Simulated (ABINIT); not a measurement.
# BaH2 (P6_3/mmc): G0W0 in ABINIT against the plane-wave cutoff, part 2 of 2

Wanted: the cheapest plane-wave cutoff that holds the gap of BaH2 (P6_3/mmc).

ABINIT 10.8.3; PBEsol and many-body steps on it, plane waves. Known limits of the many-body steps: not at the basis limit; no spin-orbit coupling; coarse k mesh.

So far. Step 5 (Empty states on the mesh, 3×3×2 mesh, 145 bands): On this mesh the gap is 1.473 eV. Step 6 (Screening, 3×3×2 mesh, 133 bands, screening to 130.6 eV): Local fields lower ε∞ by 10 %. On a Γ-centred mesh this coarse the value itself is usually too large, while a short band sum pulls it down.

### Step 8. Screening, 3×3×2 mesh, 133 bands, screening to 130.6 eV

This step: RPA screening on PBEsol, plane waves, norm-conserving pseudopotentials.

Contents of run.abi:

```
acell 3*1.0 Angstrom
rprim 
  4.462025052349 0.000000000014 0.000000000000
  -2.231012526186 3.864227047650 0.000000000000
  0.000000000000 0.000000000000 6.055292590000
ntypat 2
znucl 56 1
natom 6
typat 1 1 2 2 2 2
xred 
  0.666666666667 0.333333333333 0.750000000000
  0.333333333333 0.666666666667 0.250000000000
  0.333333333333 0.666666666667 0.750000000000
  0.666666666667 0.333333333333 0.250000000000
  0.000000000000 0.000000000000 0.500000000000
  0.000000000000 0.000000000000 0.000000000000
pp_dirpath "pseudos"
pseudos "Ba.upf, H.upf"
ecut 26
ngkpt 3 3 2
nshiftk 1
shiftk 0 0 0
kptopt 1
chksymbreak 0
istwfk *1
occopt 1
irdwfk 1
optdriver 3
nband 133
ecuteps 4.8
inclvkb 2
awtr 1
symchi 1
indata_prefix "in"
outdata_prefix "out"
tmpdata_prefix "tmp"
```

Run with:

```
> OMP_NUM_THREADS=1 mpirun -n 4 abinit run.abi > log
```

Numbers of over 12 decimals in the logs are rounded to 6 here.

What it wrote:

```text
.Version 10.8.3 of ABINIT. v10.8.2 released Aug 2026.

 Symmetries : space group P6_3/m m c (#194); Bravais hP (primitive hexag.)
[... echo of the input left out ...]
== DATASET  1 ==================================================================
-   mpi_nproc: 4, omp_nthreads: 1 (-1 if OMP is not activated)

--- !DatasetInfo
iteration_state: {dtset: 1, }
dimensions: {natom: 6, nkpt: 6, mband: 133, nsppol: 1, nspinor: 1, nspden: 1, mpw: 4478, }
cutoff_energies: {ecut:  26.0, pawecutdg:  -1.0, }
electrons: {nelect:   2.40000000E+01, charge:   0.00000000E+00, occopt:   1.00000000E+00, tsmear:   1.00000000E-02, }

 SCREENING: Calculation of the susceptibility and dielectric matrices

 Based on a program developped by R.W. Godby, V. Olevano, G. Onida, and L. Reining.
 Incorporated in ABINIT by V. Olevano, G.-M. Rignanese, and M. Torrent.
.Using double precision arithmetic ; gwpc =  8

[... cell and pseudopotentials left out ...]
--------------------------------------------------------------------------------

 ==== K-mesh for the wavefunctions ====
 Number of points in the irreducible wedge :     6
[... list of points left out ...]
 Together with 24 symmetry operations and time-reversal symmetry
 yields    18 points in the full Brillouin Zone.

 ==== Q-mesh for the screening function ====
 Number of points in the irreducible wedge :     6
[... list of points left out ...]
 Together with 24 symmetry operations and time-reversal symmetry
 yields    18 points in the full Brillouin Zone.

 setmesh: FFT mesh size selected  =    24x   24x   40
          total number of points  =        23040

 vcoul_init : cutoff-mode = AUXILIARY_FUNCTION
 q-points for optical limit:   1
     1)      0.000010    0.000020    0.000030

- screening: taking advantage of time-reversal symmetry
- Maximum band index for partially occupied states nbvw = 12
- Remaining bands to be divided among processors   nbcw = 121
- Number of bands treated by each node ~30

 Number of electrons calculated from density =   24.0000; Expected =   24.0000
 average of density, n =  0.034063
 r_s =    1.9137
 omega_plasma =   17.8032 [eV]

 calculating chi0 at frequencies [eV] :
  1    0.000000E+00    0.000000E+00
  2    0.000000E+00    1.780320E+01

--------------------------------------------------------------------------------
  q-point number  1        q = ( 0.000000, 0.000000, 0.000000) [r.l.u.]
--------------------------------------------------------------------------------
[... chi0 elements left out ...]
 For q-point:  0.000010 0.000020 0.000030
  dielectric constant =   5.8451
  dielectric constant without local fields =   6.5090

  Average fulfillment of the sum rule on Im[epsilon] for q-point    1 :     89.36  [%]
[... wings left out ...]
  q-point number  2        q = ( 0.333333, 0.000000, 0.000000) [r.l.u.]
--------------------------------------------------------------------------------
[... chi0 elements left out ...]
  Average fulfillment of the sum rule on Im[epsilon] for q-point    2 :     94.85  [%]

 [... 4 further q-points ...]
```

Elapsed: 29 s, on 4 MPI ranks of Intel Xeon Platinum 8259CL at 2.50GHz (Skylake/Cascade Lake), shared host; peak memory 0.9 GiB; 1.9 min of CPU time.

This step gave:

```yaml
eps_infinity_with_local_fields_on_this_mesh_along_the_program_s_q_direction: 5.845
the_same_without_local_fields: 6.509
plasma_frequency: 17.80 eV
plane_waves_in_the_screening_matrix: 329
```

### Step 9. 26 Ha

The self-energy is evaluated for the states that the input lists, and the levels follow from it, in one-shot runs by the linearised quasiparticle equation.

This step: G0W0 on PBEsol, plane waves, norm-conserving pseudopotentials.

Edit run.abi of step 8 so:

```diff
@@ -27,8 +27,17 @@
 irdwfk 1
-optdriver 3
+optdriver 4
 nband 133
+gwcalctyp 0
+ecutsigx 26
+symsigma 1
+nkptgw 2
+kptgw 
+  0.0000000000 0.0000000000 0.0000000000
+  0.3333333333 0.3333333333 0.5000000000
+bdgw 
+  11 14
+  11 14
 ecuteps 4.8
-inclvkb 2
-awtr 1
-symchi 1
+irdscr 1
+ppmodel 1
 indata_prefix "in"
```

What it wrote:

```text
.Version 10.8.3 of ABINIT. v10.8.2 released Aug 2026.

 Symmetries : space group P6_3/m m c (#194); Bravais hP (primitive hexag.)
[... echo of the input left out ...]
== DATASET  1 ==================================================================
-   mpi_nproc: 4, omp_nthreads: 1 (-1 if OMP is not activated)

--- !DatasetInfo
iteration_state: {dtset: 1, }
dimensions: {natom: 6, nkpt: 6, mband: 133, nsppol: 1, nspinor: 1, nspden: 1, mpw: 4478, }
cutoff_energies: {ecut:  26.0, pawecutdg:  -1.0, }
electrons: {nelect:   2.40000000E+01, charge:   0.00000000E+00, occopt:   1.00000000E+00, tsmear:   1.00000000E-02, }

 SIGMA: Calculation of the GW corrections

 Based on a program developped by R.W. Godby, V. Olevano, G. Onida, and L. Reining.
 Incorporated in ABINIT by V. Olevano, G.-M. Rignanese, and M. Torrent.
.Using double precision arithmetic ; gwpc =  8

[... cell and pseudopotentials left out ...]
--------------------------------------------------------------------------------

 ==== K-mesh for the wavefunctions ====
 Number of points in the irreducible wedge :     6
[... list of points left out ...]
 Together with 24 symmetry operations and time-reversal symmetry
 yields    18 points in the full Brillouin Zone.

 ==== Q-mesh for screening function ====
 Number of points in the irreducible wedge :     6
[... list of points left out ...]
 Together with 24 symmetry operations and time-reversal symmetry
 yields    18 points in the full Brillouin Zone.

 vcoul_init : cutoff-mode = AUXILIARY_FUNCTION
 q-points for optical limit:   1
     1)      0.000010    0.000020    0.000030
 setmesh: FFT mesh size selected  =    36x   36x   54
          total number of points  =        69984

 Number of electrons calculated from density =   24.0000; Expected =   24.0000
[...]
number of omega for Sigma on real axis              0
 max omega for Sigma on real axis  [eV]           0.00
 zcut for avoiding poles [eV]                     0.10

 EPSILON^-1 parameters (SCR file):
 dimension of the eps^-1 matrix on file            329
 dimension of the eps^-1 matrix used               329
 number of plane-waves for wavefunctions          4467
 number of bands                                   133
 number of q-points in IBZ                           6
 number of frequencies                               2
 number of real frequencies                          1
 number of imag frequencies                          1

 matrix elements of self-energy operator (all in [eV])

 Perturbative Calculation

--- !SelfEnergy_ee
iteration_state: {dtset: 1, }
kpoint     : [   0.000,    0.000,    0.000, ]
spin       : 1
KS_gap     :    2.724
QP_gap     :    4.307
Delta_QP_KS:    1.583
data: !SigmaeeData |
     Band     E0 <VxcDFT>   SigX SigC(E0)      Z dSigC/dE  Sig(E)    E-E0       E
       11   3.625 -10.599 -13.539   1.818   0.773  -0.294 -11.466  -0.867   2.757
       12   4.133 -10.775 -13.534   1.651   0.775  -0.290 -11.634  -0.859   3.274
       13   6.857  -9.229  -4.726  -3.612   0.814  -0.229  -8.504   0.724   7.581
[...]
--- !SelfEnergy_ee
iteration_state: {dtset: 1, }
kpoint     : [   0.333,    0.333,    0.500, ]
spin       : 1
KS_gap     :    3.016
QP_gap     :    4.615
Delta_QP_KS:    1.599
data: !SigmaeeData |
     Band     E0 <VxcDFT>   SigX SigC(E0)      Z dSigC/dE  Sig(E)    E-E0       E
[...]
13   5.605  -8.695  -4.280  -3.601   0.814  -0.228  -8.032   0.663   6.268
       14   5.605  -8.695  -4.280  -3.601   0.814  -0.228  -8.032   0.663   6.268

== END DATASET(S) ==============================================================
================================================================================

 -outvars: echo values of variables after computation  --------
           etotal      0.0000000000E+00
            nband         133
             nkpt           6
          spgroup         194
 [... the other variables as echoed above ...]

 Calculation completed.
```

Wall time 16 s (4 MPI ranks); peak memory 0.85 GiB.

Numbers from this step:

* G0W0 gap on the points computed: 2.994 eV
* starting gap on the mesh: 1.472 eV
* k of the valence top: 0, 0, 0
* k of the conduction bottom: 0.3333, 0.3333, 0.5
* Z at the valence top: 0.775
* Z at the conduction bottom: 0.814
* least direct G0W0 gap on the computed points: 4.307 eV

The gap on the mesh goes from 1.47 eV to 2.99 eV, a correction of +1.52 eV.

### Step 10. Screening, 3×3×2 mesh, 133 bands, screening to 130.6 eV

This step: RPA screening on PBEsol, plane waves, norm-conserving pseudopotentials.

Edit run.abi of step 9 so:

```diff
@@ -18,3 +18,3 @@
 pseudos "Ba.upf, H.upf"
-ecut 26
+ecut 32
 ngkpt 3 3 2
@@ -27,17 +27,8 @@
 irdwfk 1
-optdriver 4
+optdriver 3
 nband 133
-gwcalctyp 0
-ecutsigx 26
-symsigma 1
-nkptgw 2
-kptgw 
-  0.0000000000 0.0000000000 0.0000000000
-  0.3333333333 0.3333333333 0.5000000000
-bdgw 
-  11 14
-  11 14
 ecuteps 4.8
-irdscr 1
-ppmodel 1
+inclvkb 2
+awtr 1
+symchi 1
 indata_prefix "in"
```

What it wrote:

```text
.Version 10.8.3 of ABINIT. v10.8.2 released Aug 2026.

 Symmetries : space group P6_3/m m c (#194); Bravais hP (primitive hexag.)
[... echo of the input left out ...]
== DATASET  1 ==================================================================
-   mpi_nproc: 4, omp_nthreads: 1 (-1 if OMP is not activated)

--- !DatasetInfo
iteration_state: {dtset: 1, }
dimensions: {natom: 6, nkpt: 6, mband: 133, nsppol: 1, nspinor: 1, nspden: 1, mpw: 6126, }
cutoff_energies: {ecut:  32.0, pawecutdg:  -1.0, }
[...]
--------------------------------------------------------------------------------
[... chi0 elements left out ...]
 For q-point:  0.000010 0.000020 0.000030
  dielectric constant =   5.8404
  dielectric constant without local fields =   6.5037

  Average fulfillment of the sum rule on Im[epsilon] for q-point    1 :     89.36  [%]
[... wings left out ...]
  q-point number  2        q = ( 0.333333, 0.000000, 0.000000) [r.l.u.]
--------------------------------------------------------------------------------
[... chi0 elements left out ...]
  Average fulfillment of the sum rule on Im[epsilon] for q-point    2 :     94.84  [%]

 [... 4 further q-points ...]
```

It took 58 s on 4 MPI ranks; peak memory 1.4 GiB.

Numbers from this step:

- ε∞ with local fields, on this mesh, along the program's q direction: 5.840
- the same without local fields: 6.504
- plasma frequency: 17.80 eV
- plane waves in the screening matrix: 329

### Step 11. 32 Ha

This step: G0W0 on PBEsol, plane waves, norm-conserving pseudopotentials.

Edit run.abi of step 10 so:

```diff
@@ -27,8 +27,17 @@
 irdwfk 1
-optdriver 3
+optdriver 4
 nband 133
+gwcalctyp 0
+ecutsigx 32
+symsigma 1
+nkptgw 2
+kptgw 
+  0.0000000000 0.0000000000 0.0000000000
+  0.3333333333 0.3333333333 0.5000000000
+bdgw 
+  11 14
+  11 14
 ecuteps 4.8
-inclvkb 2
-awtr 1
-symchi 1
+irdscr 1
+ppmodel 1
 indata_prefix "in"
```

What it wrote:

```text
.Version 10.8.3 of ABINIT. v10.8.2 released Aug 2026.

 Symmetries : space group P6_3/m m c (#194); Bravais hP (primitive hexag.)
[... echo of the input left out ...]
== DATASET  1 ==================================================================
-   mpi_nproc: 4, omp_nthreads: 1 (-1 if OMP is not activated)

--- !DatasetInfo
iteration_state: {dtset: 1, }
dimensions: {natom: 6, nkpt: 6, mband: 133, nsppol: 1, nspinor: 1, nspden: 1, mpw: 6126, }
cutoff_energies: {ecut:  32.0, pawecutdg:  -1.0, }
[...]
Band     E0 <VxcDFT>   SigX SigC(E0)      Z dSigC/dE  Sig(E)    E-E0       E
[...]
13   5.605  -8.695  -4.279  -3.601   0.814  -0.228  -8.031   0.663   6.268
       14   5.605  -8.695  -4.279  -3.601   0.814  -0.228  -8.031   0.663   6.268

== END DATASET(S) ==============================================================
================================================================================

 -outvars: echo values of variables after computation  --------
           etotal      0.0000000000E+00
            nband         133
             nkpt           6
          spgroup         194
 [... the other variables as echoed above ...]

 Calculation completed.
```

The job ended after 27 s (4 MPI ranks; peak memory 1.3 GiB; 1.8 min of CPU time).

Numbers from this step:

* G0W0 gap on the points computed: 2.996 eV
* starting gap on the mesh: 1.473 eV
* k of the valence top: 0, 0, 0
* k of the conduction bottom: 0.3333, 0.3333, 0.5
* least direct G0W0 gap on the computed points: 4.309 eV

Against the run before, the gap moves by +0.002 eV.

### Step 12. Screening, 3×3×2 mesh, 133 bands, screening to 130.6 eV

This step: RPA screening on PBEsol, plane waves, norm-conserving pseudopotentials.

Edit run.abi of step 11 so:

```diff
@@ -18,3 +18,3 @@
 pseudos "Ba.upf, H.upf"
-ecut 32
+ecut 40
 ngkpt 3 3 2
@@ -27,17 +27,8 @@
 irdwfk 1
-optdriver 4
+optdriver 3
 nband 133
-gwcalctyp 0
-ecutsigx 32
-symsigma 1
-nkptgw 2
-kptgw 
-  0.0000000000 0.0000000000 0.0000000000
-  0.3333333333 0.3333333333 0.5000000000
-bdgw 
-  11 14
-  11 14
 ecuteps 4.8
-irdscr 1
-ppmodel 1
+inclvkb 2
+awtr 1
+symchi 1
 indata_prefix "in"
```

What it wrote:

```text
.Version 10.8.3 of ABINIT. v10.8.2 released Aug 2026.

 Symmetries : space group P6_3/m m c (#194); Bravais hP (primitive hexag.)
[... echo of the input left out ...]
== DATASET  1 ==================================================================
-   mpi_nproc: 4, omp_nthreads: 1 (-1 if OMP is not activated)

--- !DatasetInfo
iteration_state: {dtset: 1, }
dimensions: {natom: 6, nkpt: 6, mband: 133, nsppol: 1, nspinor: 1, nspden: 1, mpw: 8556, }
cutoff_energies: {ecut:  40.0, pawecutdg:  -1.0, }
[...]
--------------------------------------------------------------------------------
[... chi0 elements left out ...]
 For q-point:  0.000010 0.000020 0.000030
  dielectric constant =   5.8398
  dielectric constant without local fields =   6.5031

  Average fulfillment of the sum rule on Im[epsilon] for q-point    1 :     89.36  [%]
[... wings left out ...]
  q-point number  2        q = ( 0.333333, 0.000000, 0.000000) [r.l.u.]
--------------------------------------------------------------------------------
[... chi0 elements left out ...]
  Average fulfillment of the sum rule on Im[epsilon] for q-point    2 :     94.84  [%]

 [... 4 further q-points ...]
```

Run time: 47 s. Hardware: 4 MPI ranks; peak memory 1.4 GiB; 3.1 min of CPU time.

Numbers from this step:

```yaml
eps_infinity_with_local_fields_on_this_mesh_along_the_program_s_q_direction: 5.840
the_same_without_local_fields: 6.503
plasma_frequency: 17.80 eV
plane_waves_in_the_screening_matrix: 329
```

### Step 13. 40 Ha

This step: G0W0 on PBEsol, plane waves, norm-conserving pseudopotentials.

Edit run.abi of step 12 so:

```diff
@@ -27,8 +27,17 @@
 irdwfk 1
-optdriver 3
+optdriver 4
 nband 133
+gwcalctyp 0
+ecutsigx 40
+symsigma 1
+nkptgw 2
+kptgw 
+  0.0000000000 0.0000000000 0.0000000000
+  0.3333333333 0.3333333333 0.5000000000
+bdgw 
+  11 14
+  11 14
 ecuteps 4.8
-inclvkb 2
-awtr 1
-symchi 1
+irdscr 1
+ppmodel 1
 indata_prefix "in"
```

What it wrote:

```text
.Version 10.8.3 of ABINIT. v10.8.2 released Aug 2026.

 Symmetries : space group P6_3/m m c (#194); Bravais hP (primitive hexag.)
[... echo of the input left out ...]
== DATASET  1 ==================================================================
-   mpi_nproc: 4, omp_nthreads: 1 (-1 if OMP is not activated)

--- !DatasetInfo
iteration_state: {dtset: 1, }
dimensions: {natom: 6, nkpt: 6, mband: 133, nsppol: 1, nspinor: 1, nspden: 1, mpw: 8556, }
cutoff_energies: {ecut:  40.0, pawecutdg:  -1.0, }
[...]
Band     E0 <VxcDFT>   SigX SigC(E0)      Z dSigC/dE  Sig(E)    E-E0       E
[...]
13   5.605  -8.695  -4.279  -3.601   0.814  -0.228  -8.031   0.663   6.268
       14   5.605  -8.695  -4.279  -3.601   0.814  -0.228  -8.031   0.663   6.268

== END DATASET(S) ==============================================================
================================================================================

 -outvars: echo values of variables after computation  --------
           etotal      0.0000000000E+00
            nband         133
             nkpt           6
          spgroup         194
 [... the other variables as echoed above ...]

 Calculation completed.
```

It took 18 s on 4 MPI ranks; peak memory 1.3 GiB; 71 s of CPU time.

This step gave:

| Quantity | Value |
| --- | --- |
| G0W0 gap on the points computed | 2.997 eV |
| starting gap on the mesh | 1.473 eV |
| k of the valence top | 0, 0, 0 |
| k of the conduction bottom | 0.3333, 0.3333, 0.5 |
| least direct G0W0 gap on the computed points | 4.310 eV |

Against the run before, the gap moves by +0.001 eV.

### Step 14. The runs together

Times are wall times on 4 MPI ranks of Intel Xeon Platinum 8259CL at 2.50GHz (Skylake/Cascade Lake), shared host, good to a factor of about two. A run's time includes the screening step that it read.

| run | mesh | bands | screening cutoff (eV) | DFT gap (eV) | gap on the mesh (eV) | direct (eV) | ε∞ used | time |
| --- | --- | --- | --- | --- | --- | --- | --- | --- |
| 19 Ha | 3×3×2 | 133 | 130.6 | 1.462 | 2.981 | 4.294 | 5.87 | 42 s |
| 26 Ha | 3×3×2 | 133 | 130.6 | 1.472 | 2.994 | 4.307 | 5.85 | 45 s |
| 32 Ha | 3×3×2 | 133 | 130.6 | 1.473 | 2.996 | 4.309 | 5.84 | 85 s |
| 40 Ha | 3×3×2 | 133 | 130.6 | 1.473 | 2.997 | 4.310 | 5.84 | 65 s |

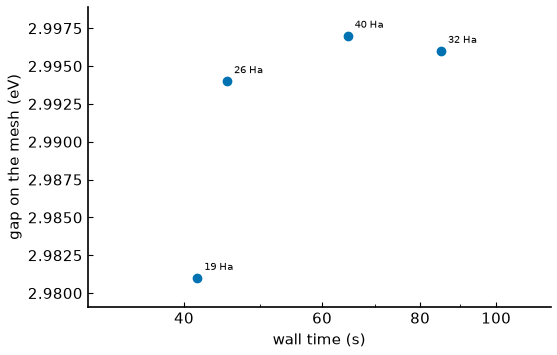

Result against wall time.

### Step 15. Summary of results

```json
{"19 Ha": "2.981 eV", "26 Ha": "2.994 eV", "32 Ha": "2.996 eV", "40 Ha": "2.997 eV", "known limits": "not at the basis limit; no spin-orbit coupling; coarse k mesh"}
```

The setting moved: plane-wave cutoff. From 19 Ha to 40 Ha the gap moves by +0.02 eV. It holds to 0.03 eV from 19 Ha on. Bands and screening cutoff are coupled, so a series along one setting does not show full convergence. Bands and cutoff are finite, so the gap is not at the basis limit. The miss can reach some tenths of an eV and take either sign; the mesh is an error of its own. In the G0W0 runs levels were corrected at 2 k points alone, so a gap called «on the mesh» is the least over those, and an edge elsewhere would be missed. The 3×3×2 mesh is coarse for this cell, which bears on the long-range parts of exchange and screening. The many-body steps are scalar-relativistic: spin-orbit coupling is not in them.

[Paths, hosts, dates, memory and timing lines, banners, echoed tables and standing remarks are left out of the program output.]

[Logs are printed without paths, hosts, clocks, repeated set-up lines and the standing remarks that a program may print on its own settings, such as how far it seeks lower states.]

[Runs of the session that timed out or met a known fault of the program may be left out.]

[Hosts, paths, dates, database ids (printed as entryN), source tags and the programs' standing remarks are cut or masked in the printed files.]

[G0W0 gaps are taken among the corrected bands and points alone; a level outside them can change the order at an edge.]

[Where Ansatz stands beside ABINIT at settings called matched, ABINIT's density can come from a denser mesh and the files from another edition; pairs whose starting gaps differed by over 0.03 eV were left out, so agreement reads better than it is.]
